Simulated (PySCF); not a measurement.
## Electronic structure of C5H7ClGaN in real space

```xyz
15

C    -2.4049    2.1212    1.0114
C    -1.8819    1.0599    0.7676
Ga   -1.1395   -0.7018    0.4119
C    -1.5082   -1.4969   -1.3958
Cl   -3.1070   -1.8273   -0.5653
N     0.8445   -0.0489    0.1908
C     1.8986    0.2374   -0.1574
C     3.2171    0.5925   -0.5652
H    -2.8501    3.0548    1.2215
H    -0.8438   -1.6582    1.5685
H    -1.7517   -0.9035   -2.2789
H    -1.1405   -2.4694   -1.7281
H     3.8996   -0.2274   -0.3410
H     3.2270    0.7888   -1.6371
H     3.5363    1.4869   -0.0303
```

Geometry: GFN2-xTB.

Method: wB97X-D/def2-SVPD, SCF density, gas phase (PySCF 2.14.0).

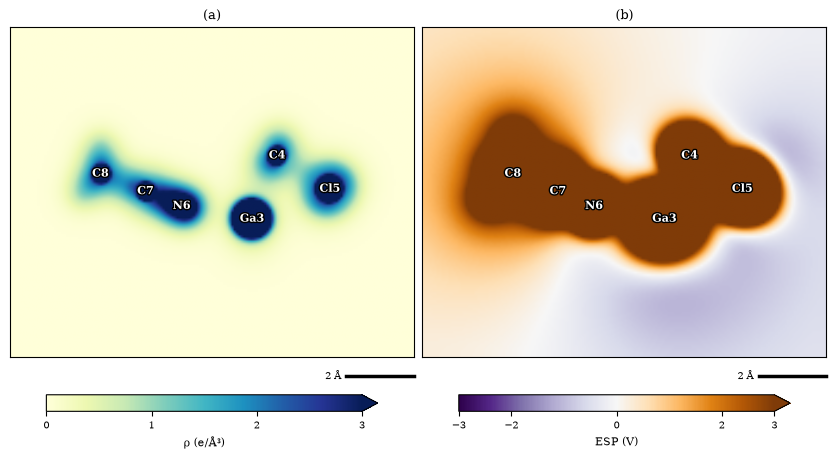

Figure 1. (a) electron density; (b) molecular electrostatic potential on the plane of atoms Ga3, C4 and Cl5.

### Read the bonding off the picture.

- The section cuts through Ga, C, Cl and N sites.
- C–N (1.15 Å): ρ at the midpoint is about 3.5 e/Å³.
- C–Cl (1.83 Å): the density is about 1.2 e/Å³ at the midpoint, with its minimum of 1 e/Å³ about 0.8 Å from C.
- Ga–N (2.10 Å): ρ is about 0.43 e/Å³ halfway.
- Ga–Cl (2.47 Å): ρ is about 0.33 e/Å³ halfway.
- Outside the dense part of the molecule the potential is most negative (−1.1 V) near C2, which lies off the plane.

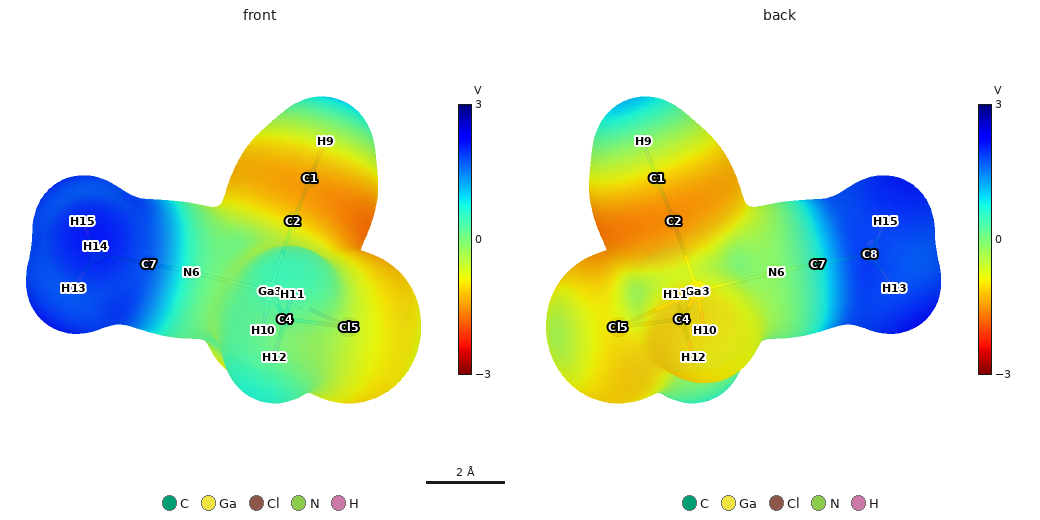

Figure 2. The molecular electrostatic potential painted on the density surface at 0.002 e/bohr³, seen from the front and from behind; red is negative and blue positive.

### Where is the surface potential most negative and most positive?

The most negative region (about −1.7 V) lies over C1 and C2, the most positive (about +2.1 V) over H13, H14 and H15.

### What dipole moment does the calculation give?

Its dipole moment is 8.86 D.
